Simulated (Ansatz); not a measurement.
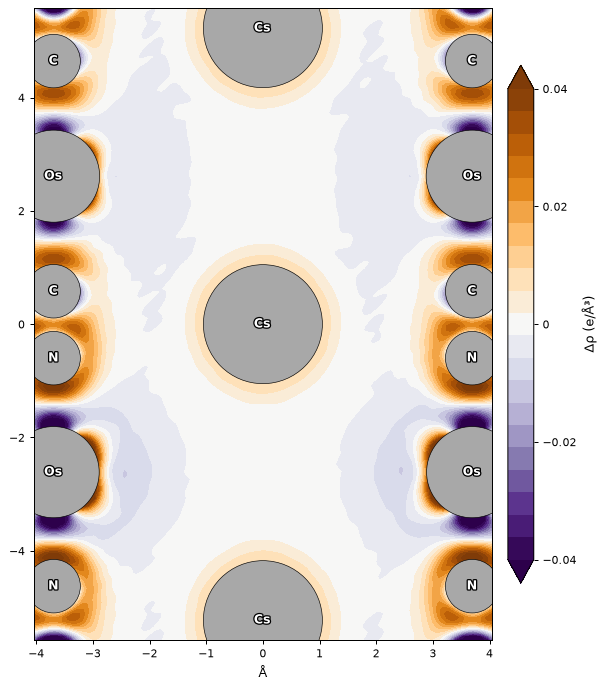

CsOsC$_{3}$N$_{3}$. Difference of the valence pseudo-densities of two functionals at the same geometry, on the (101̄) plane of the calculation cell: one of LDA and r2SCAN less the other.

Space group Fm-3m; a structure generated by program, which may or may not match a known phase; computed without spin polarisation.

Both computed with Ansatz (plane waves, PAW), on the same k-point mesh. Grey discs cover the atomic cores.

Which was subtracted from which, and what does the map show?

It is r2SCAN less LDA. Against LDA, r2SCAN gives more density around Cs (+0.006 e/Å³ on average at 1.2 Å from the nucleus), less density around Os (−0.006 e/Å³ on average at 1.1 Å from the nucleus), more density around C (+0.012 e/Å³ on average at 0.8 Å from the nucleus), more density around N (+0.017 e/Å³ on average at 0.8 Å from the nucleus) and a change of +0.022 e/Å³ at the midpoint of C–N, −0.037 e/Å³ at the midpoint of Os–N and −0.021 e/Å³ at the midpoint of Os–C.
